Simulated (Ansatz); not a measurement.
## Electronic structure of CH₃NSSi in real space

Input file:

```
crystal:
  periodic: [false, false, false]
  atoms:
    - {symbol: S, position_ang: [-0.877611, 1.109712, -1.706179]}
    - {symbol: C, position_ang: [-0.265174, 0.215623, -0.374351]}
    - {symbol: N, position_ang: [-0.810526, -0.559311, 0.489540]}
    - {symbol: Si, position_ang: [0.942681, -0.412544, 0.771104]}
    - {symbol: H, position_ang: [-2.163940, 0.728052, -1.555777]}
    - {symbol: H, position_ang: [1.416776, 0.397885, 1.910364]}
    - {symbol: H, position_ang: [1.818994, -1.547417, 0.419501]}
basis:
  gaussian: {orbitals: def2-TZVPP}
hamiltonian: {xc: pbe0, dispersion: d4}
output: {orbitals: {seedname: orbitals}}
```

Command:

```sh
ansatz run in.yaml --threads 2 --pin off --events-out ev --progress --plain --max-ram 4352MiB
```

Geometry: PBE0-D4/def2-TZVP.

These are results of Ansatz, RKS PBE0-D4/def2-TZVPP, not measurements.

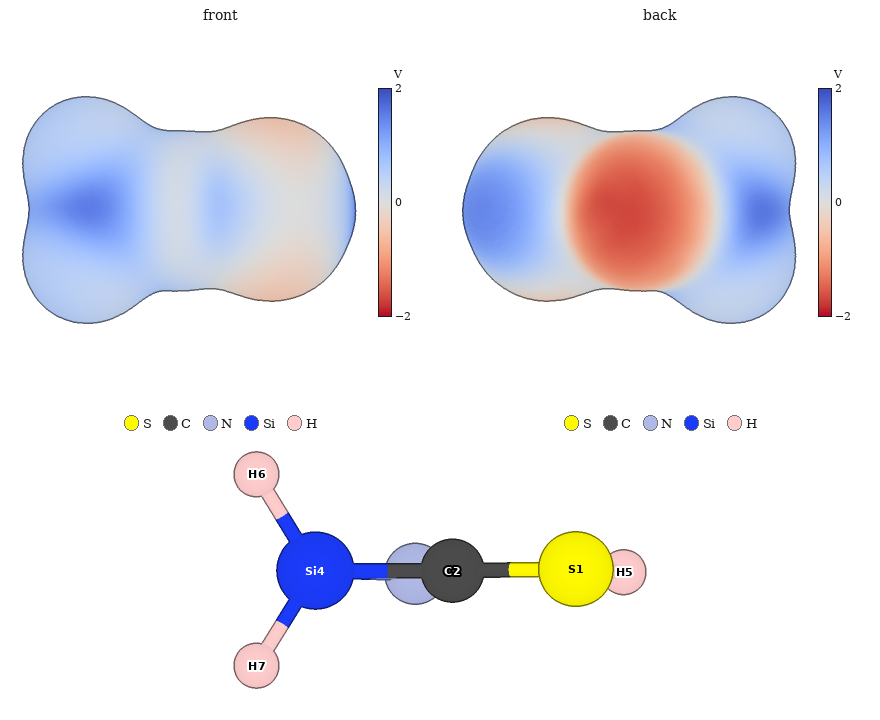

Figure 1. The electrostatic potential painted on the density surface at 0.002 e/bohr³, seen from the front and from behind; red is negative and blue positive. The bare structure is drawn below in the same view.

Q: Describe the electrostatic potential map.

A: The most negative region (about −1.7 V) lies over N3, the most positive (about +1.5 V) over Si4. N3 is the likeliest acceptor of a hydrogen bond.

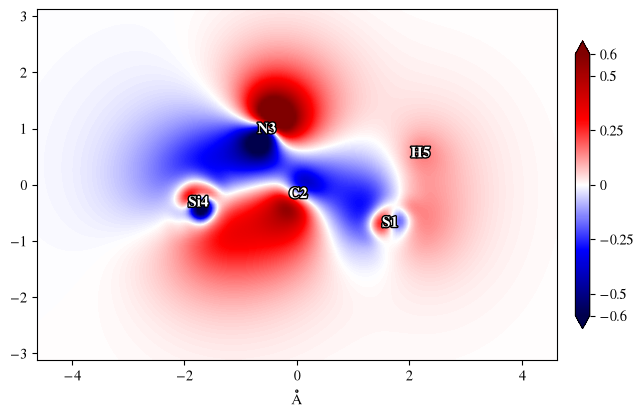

Figure 2. The HOMO on the plane of atoms S1, C2 and N3 (values in Å⁻³ᐟ²; the overall sign is arbitrary).

Q: Where does this orbital lie, and at what energy?

A: Its weight (Hirshfeld) is mainly on N3 (about 40 %), Si4 (about 30 %), C2 (about 20 %) and S1 (about 10 %). Its energy is −6.94 eV.

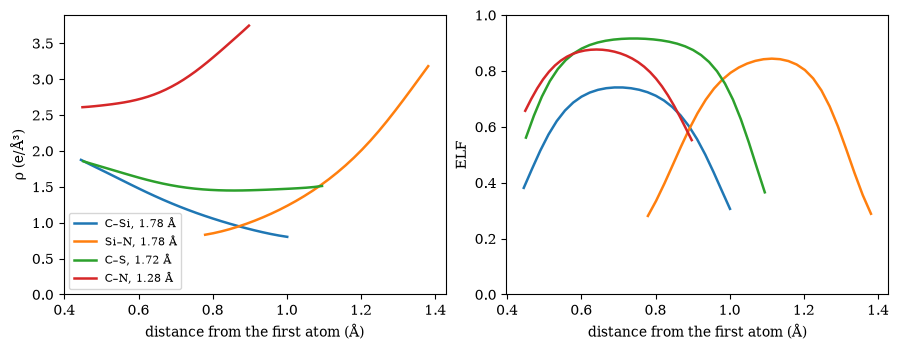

Figure 3. Total electron density and electron localisation function along straight lines between neighbouring atoms. The curves leave out the atomic cores.

Q: Compare the contacts.

A: C–Si (1.78 Å): ρ at the midpoint is about 0.92 e/Å³; the ELF peaks at about 0.75 between the atoms.
Si–N (1.78 Å): the density is about 0.99 e/Å³ at the midpoint; the ELF peaks at about 0.85 between the atoms: a shared but strongly polarised pair.
C–S (1.72 Å): ρ at the midpoint is about 1.4 e/Å³; the ELF peaks at about 0.90 between the atoms: localised, covalent bonding.
C–N (1.28 Å): ρ is about 2.8 e/Å³ halfway; the ELF peaks at about 0.90 between the atoms; a covalent bond.
